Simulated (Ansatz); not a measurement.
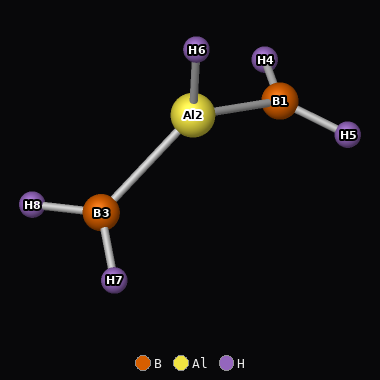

The system is AlB2H5, SMILES [BH2][AlH][BH2]; the picture shows the reference structure. First axis: dihedral B1–Al2–B3–H7. Second axis: dihedral H4–B1–Al2–B3. Nothing is relaxed (all other coordinates rigid). Grid: 12 × 12 points. All energies are given in kcal/mol relative to the relaxed molecule at the same level. Computed with RKS B3LYP-D4/def2-TZVP in Ansatz 0.2.0.

Its coordinates:

```xyz
8

B    -1.0782    0.8445   -1.2850
Al    0.0436    0.5372    0.4822
B     1.0464   -1.2803    0.8903
H    -2.2404    0.5724   -1.3666
H    -0.6012    1.2879   -2.2885
H     0.1312    1.7185    1.5505
H     2.1748   -1.4897    0.5524
H     0.5238   -2.1905    1.4647
```

Range: dihedral B1–Al2–B3–H7 from −180 to 150°; dihedral H4–B1–Al2–B3 from −180 to 150°.

Q: Predict the map.

A: The lowest grid point is at dihedral B1–Al2–B3–H7 = 90°, dihedral H4–B1–Al2–B3 = 90°, 0.0 kcal/mol from the relaxed molecule at the same level; the map holds 4 wells of about this depth. The highest grid point, dihedral B1–Al2–B3–H7 = 0°, dihedral H4–B1–Al2–B3 = −180°, lies 10.1 kcal/mol above the lowest. On the interpolated surface the easiest way out of the lowest well to a well of about the same depth near dihedral B1–Al2–B3–H7 = 90°, dihedral H4–B1–Al2–B3 = −90° passes a barrier of about 5 kcal/mol. Round the minimum the contours are nearly round: the two directions are equally stiff and uncoupled.

```tsv
dihedral H4–B1–Al2–B3 ↓, dihedral B1–Al2–B3–H7 →	−180	−150	−120	−90	−60	−30	0	30	60	90	120	150
150	8.7	7.3	4.8	3.7	4.8	7.3	8.7	7.3	4.8	3.7	4.8	7.3
120	6.2	4.8	2.3	1.2	2.3	4.8	6.2	4.8	2.3	1.2	2.3	4.8
90	5.0	3.6	1.1	0.0	1.2	3.6	5.0	3.6	1.1	0.0	1.2	3.6
60	6.1	4.7	2.2	1.1	2.3	4.8	6.1	4.6	2.2	1.1	2.3	4.8
30	8.6	7.2	4.7	3.6	4.8	7.3	8.6	7.1	4.6	3.6	4.8	7.3
0	10.1	8.7	6.1	5.0	6.2	8.7	10.1	8.6	6.1	5.0	6.2	8.7
−30	8.7	7.3	4.8	3.7	4.8	7.3	8.7	7.3	4.8	3.7	4.8	7.3
−60	6.2	4.8	2.3	1.2	2.3	4.8	6.2	4.8	2.3	1.2	2.3	4.8
−90	5.0	3.6	1.1	0.0	1.2	3.7	5.0	3.6	1.1	0.0	1.2	3.7
−120	6.1	4.7	2.2	1.1	2.3	4.8	6.1	4.7	2.2	1.1	2.3	4.8
−150	8.6	7.2	4.7	3.6	4.8	7.3	8.6	7.2	4.7	3.6	4.8	7.3
−180	10.1	8.7	6.1	5.0	6.2	8.7	10.1	8.7	6.1	5.0	6.2	8.7
```

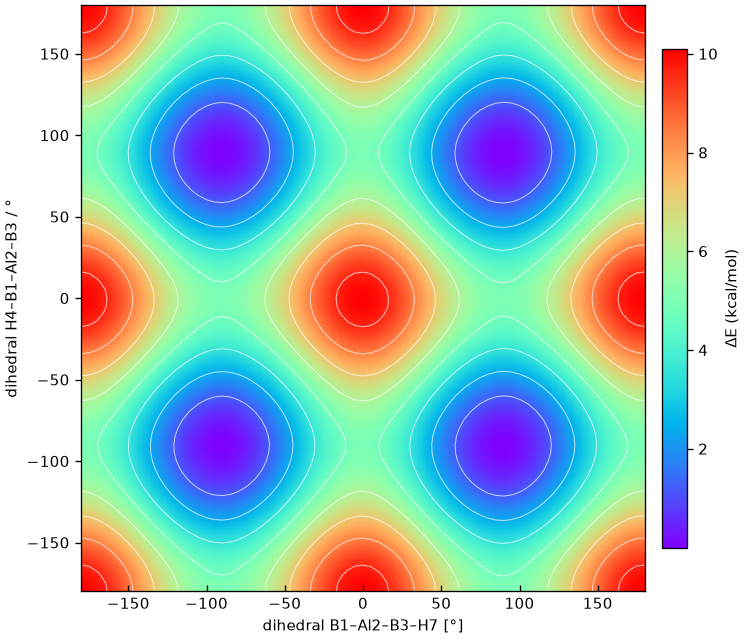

The picture shows a smooth colour map with a few white contour lines. Between grid points the surface is interpolated.

Each point was launched as `ansatz run input.yaml --threads 1 --pin off --max-ram 2560MiB --backend cpu --events-out ev --progress --plain --runs-dir out`. The whole map (144 points run) took 7.1 min on 1 thread of Arm Neoverse V2, with other jobs on the host.
